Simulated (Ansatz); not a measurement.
The starting structures come from a database of crystals and need not be the phases stable at ambient conditions.

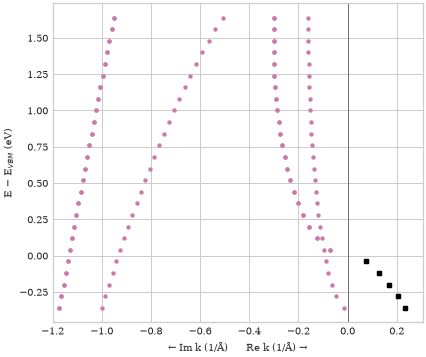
*Complex bands at the centre of the two-dimensional zone; Ansatz (a quantum-chemistry and plane-wave program) with r2SCAN*

No gap correction and no spin-orbit coupling; mid-gap values are interpolated between computed energies.

### Question
This is BAs (P6_3mc, wurtzite, not sure to be the ambient phase, 4 atoms a cell, 14.0 Å³ an atom, -3 GPa at this level) along the normal of (001). Read off the slowest decay at the centre of the two-dimensional zone at 0.68 eV, the computed energy nearest the middle of the gap.

### Answer
κ ≈ 0.14 1/Å, a decay length 1/(2κ) of the density of 3.5 Å.
